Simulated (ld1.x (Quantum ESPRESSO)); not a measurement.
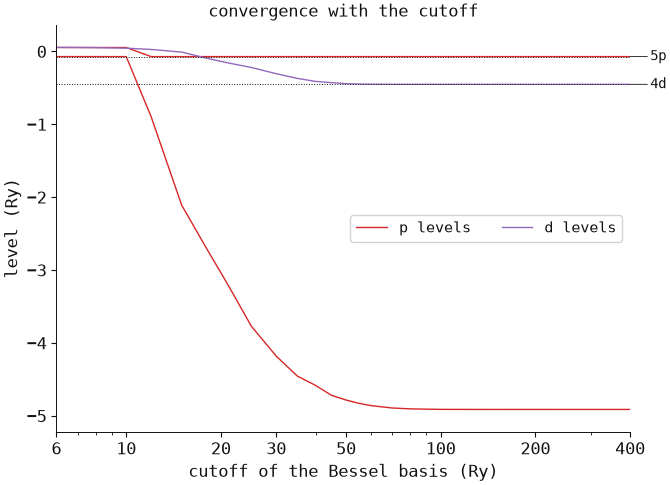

The pseudo-atom Hamiltonian at the reference potential is diagonalised in spherical Bessel functions (20 bohr box) up to the cutoff. Curves: the lowest levels of each channel that holds a bound state. Dotted lines: the all-electron valence levels.

Ld1.x (Quantum ESPRESSO) 7.5 input:

```
 &input
   title='Rh', zed=45., rel=1, dft='PZ', iswitch=3,
   config='[Kr] 4d8 5s1 5p0'
 /
 &inputp
   pseudotype=3, tm=.true., lloc=-1, rcloc=1.20,
   nlcc=.false.,
   which_augfun='PSQ', rmatch_augfun=0.70
 /
6
5S  1  0   1.00   0.00  2.00  2.80  0.0
5S  1  0   0.00   4.40  2.00  2.80  0.0
5P  2  1   0.00   0.00  2.05  2.60  0.0
5P  2  1   0.00   0.90  2.05  2.60  0.0
4D  3  2   8.00   0.00  0.95  1.25  0.0
4D  3  2   0.00   1.10  0.95  1.25  0.0
 &test
   configts(1)='4d8 5s1 5p0'
 /
```

Q: Check the spectrum for spurious states.

A: Ghost state below the valence levels: p at -66.9 eV (s not tested). A ghost is a curve that settles on no dotted line: a bound state with no counterpart among the valence levels. In Ry: p -4.91.

Q: Does the ghost need a high cutoff to show?

A: The lowest p curve lies clearly below the lowest valence level of its channel from about 12 Ry on and ends at -4.91 Ry.

Q: Read the all-electron valence levels.

A: 5p: -0.07 Ry; 4d: -0.45 Ry.

The potential isn't sound: its overlap operator has a negative eigenvalue, -0.13.
